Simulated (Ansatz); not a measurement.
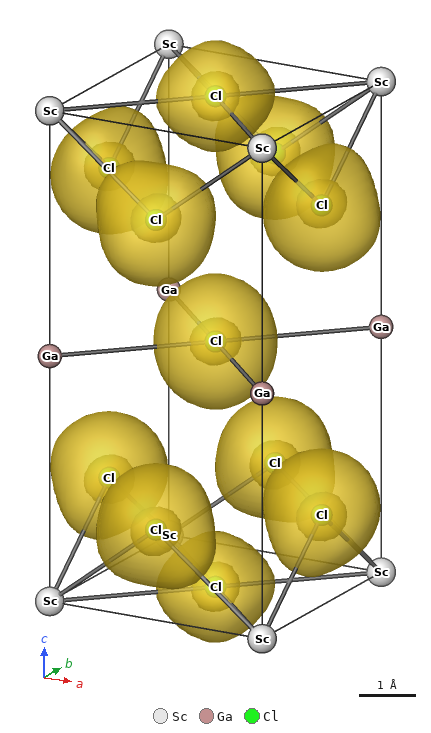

The picture shows: ScGaCl6. Isosurface of the electron localisation function at 0.75 (yellow), seen at an oblique angle. Core shells and regions of very low density are left out. Sticks mark near contacts.

Space group P4/mmm; a structure from a database of computed crystals, not necessarily the ambient phase; started from the AlSiNi6-123 prototype, which need not be the ambient phase.

Method: DFT, PBEsol, plane waves, PAW (Ansatz).

### Where are the electrons localised?

The surface consists of six regions wrapped around Cl (the valence shell of each), counted in one cell of 8 atoms. Regions shared between cells count once. Profiles from the grid: Sc–Cl (2.78 Å): the ELF peaks at about 0.90 in the valence shell of Cl, 0.8 Å from its nucleus, and is about 0.40 at the midpoint. Ga–Cl (3.09 Å): the ELF is about 0.20 at the midpoint (no localised pair shows between them).
